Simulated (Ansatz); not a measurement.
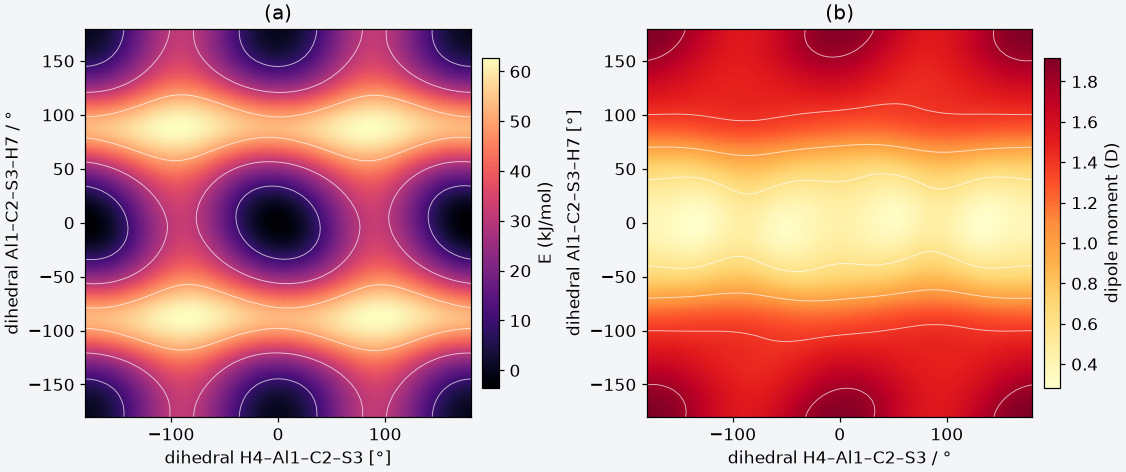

CH₄AlS, SMILES [AlH2][CH]S, spin multiplicity 2. First axis: dihedral H4–Al1–C2–S3. Second axis: dihedral Al1–C2–S3–H7. Nothing is relaxed (all other coordinates rigid). The scan uses a 15 × 15 grid; 178 points were computed and 47 follow by symmetry. Points are written as (first, second). Energies are in kJ/mol, from the relaxed molecule at the same level. All numbers below come from UKS r2SCAN0-D4/def2-SVP in Ansatz 0.2.0.

Panel (a) is the energy; panel (b) is the computed dipole moment, in D.

In the figure: a smooth colour map with a few white contour lines. Between grid points the surface is interpolated.

### How does the dipole moment vary over the map, and what is it at the lowest grid point?

Leaving out the highest fifth of the energies, it runs from 0.32 D at (−132°, 12°) to 1.92 D at (−180°, −180°). At the lowest grid point, (−180°, −12°), it is 0.40 D.
